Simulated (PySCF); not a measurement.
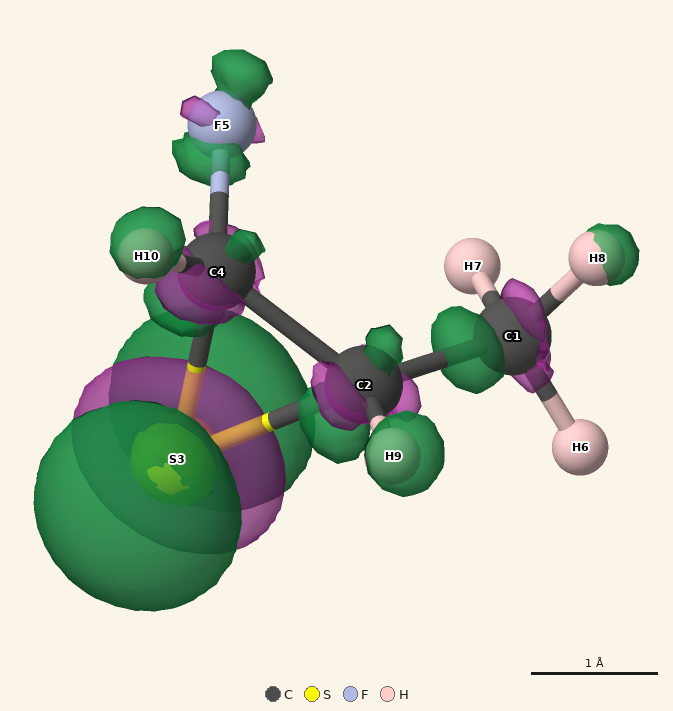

*C3H5FS, SMILES `C[CH]1S[CH]1F`. Fukui function f⁻ = ρ(N) − ρ(N−1) at fixed geometry, surfaces at ±0.05 e/Å³ (green positive, purple negative).*

Level of theory: PBE0/def2-SVP (PySCF), at a geometry from GFN2-xTB. No frequency check shows the geometry to be a minimum. GFN2-xTB bond lengths at metals and heavier atoms can be off by up to 0.1 Å and shapes distorted, which carries into these values.

Coordinates in Å:

```
C1      -1.8071   -0.3655    0.2404
C2      -0.5570   -0.4219   -0.5920
S3       0.9986   -0.8622    0.2422
C4       0.4401    0.6720   -0.5041
F5       0.1786    1.7122    0.3184
H6      -2.1865   -1.3686    0.4201
H7      -1.6050    0.1122    1.1963
H8      -2.5694    0.2090   -0.2846
H9      -0.6678   -0.8926   -1.5640
H10      0.9883    1.0181   -1.3752
```

Question: On which atoms does the density change most on removal of an electron?

Answer: f⁻ (Hirshfeld-condensed) is largest on S3 (0.56); the vertical ionisation energy is 9.26 eV. Condensed values hint at sites of electrophilic attack but needn't mark the atom that reacts. Orbital relaxation makes it negative in places (0.23 e in all).

```csv
atom,f⁻,charge
C1,+0.04,−0.12
C2,+0.06,−0.03
S3,+0.56,−0.06
C4,+0.06,+0.05
F5,+0.07,−0.09
H6,+0.03,+0.05
H7,+0.02,+0.04
H8,+0.05,+0.05
H9,+0.06,+0.05
H10,+0.06,+0.05
```

Cost of the run: 4.7 min on 1 thread of Intel(R) Xeon(R) Processor @ 2.50GHz (Skylake/Cascade Lake), on a shared host, peak memory 0.59 GiB.
